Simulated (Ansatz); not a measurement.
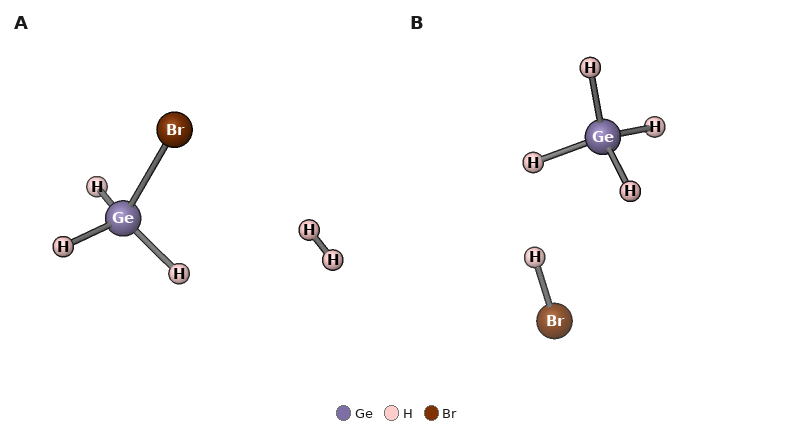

2 stationary structures of one formula. Geometries: PBE0-D4/def2-TZVP. Electronic energies: CCSD(T)/CBS (MP2 limit from def2-TZVPP and def2-QZVPP plus CCSD(T) − MP2) (Ansatz 0.2.0), without zero-point energy. Each is one conformer, not always the lowest.

Question: Which is lowest in energy, and by how much?

Answer: A is lowest (a minimum); B lies 56.5 kJ/mol above it (a minimum).
